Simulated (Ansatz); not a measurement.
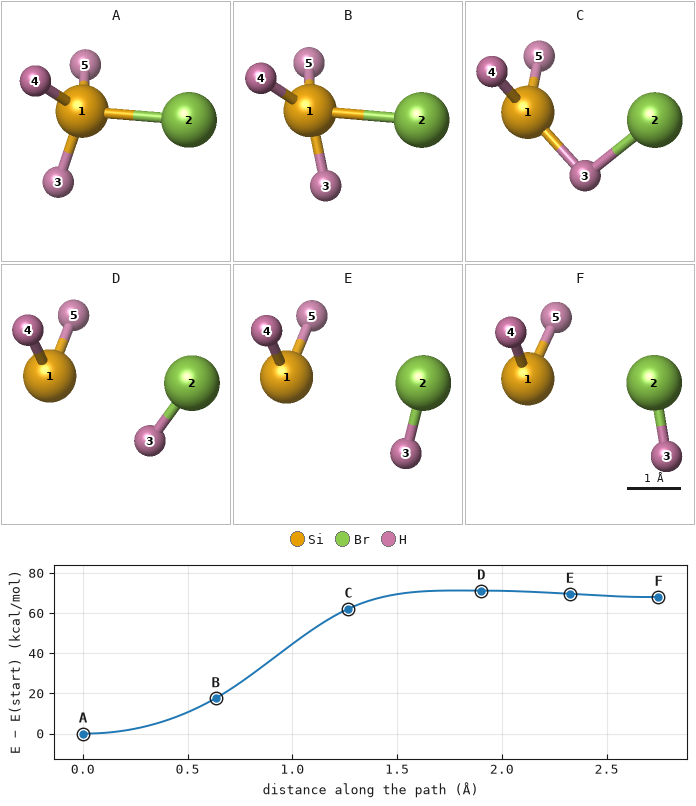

NEB run on SiH3Br. Images are numbered from 0 (start) to 5 (end). Frames A to F are images 0, 1, 2, 3, 4, 5. A ball-and-stick model, seen at a tilt.

Theory: RKS B3LYP-D4/def2-TZVP in Ansatz 0.2.0.

The input:
```yaml
crystal:
  periodic: [false, false, false]
  atoms:
    - {symbol: Si, position_ang: [0.041862, 0.158001, 0.003045]}
    - {symbol: Br, position_ang: [-0.526445, -1.986876, -0.038343]}
    - {symbol: H, position_ang: [-0.323160, 0.763184, -1.298093]}
    - {symbol: H, position_ang: [-0.694826, 0.815430, 1.106403]}
    - {symbol: H, position_ang: [1.502569, 0.250161, 0.226989]}
basis:
  gaussian: {orbitals: def2-TZVP}
hamiltonian: {xc: {name: B3LYP}, dispersion: d4}
neb:
  images: 4
  climbing: true
  max_iterations: 40
  initial_path: idpp
  f_tol: 0.02
  final_atoms:
    - {symbol: Si, position_ang: [0.375586, 1.076258, 0.222534]}
    - {symbol: Br, position_ang: [-0.549776, -1.253241, -0.559354]}
    - {symbol: H, position_ang: [-0.986041, -0.893950, -1.869356]}
    - {symbol: H, position_ang: [-0.413645, 0.799751, 1.496251]}
    - {symbol: H, position_ang: [1.573876, 0.271083, 0.709925]}
```

Command:
```bash
ansatz run in.yaml --threads 2 --pin off --events-out ev --progress --plain --max-ram 4352MiB
```

### Read off the barrier and say what moves.

A hydrogen atom shifts from one atom to another. Breaking: Si1–H3 (1.48 → 2.37 at the top → 3.18 Å). Forming: Br2–H3 (3.03 → 1.45 at the top → 1.43 Å). Forward barrier 71.2 kcal/mol, backward barrier 3.2 kcal/mol, with image 3 at the top; the reaction energy is +68.1 kcal/mol. The band converged in 12 iterations. The largest component of the band force went from 3.4 to 0.0089 eV/Å. The climbing image converged on the top of the path. Its curvatures weren't checked. The largest force component is 0.28 eV/Å at the start and 0.22 eV/Å at the end; an end with forces this large is no minimum, and the barrier measured from it can be far off.

Cost: 71 s on 2 threads of Intel Xeon 6975P-C, with other jobs on the host.
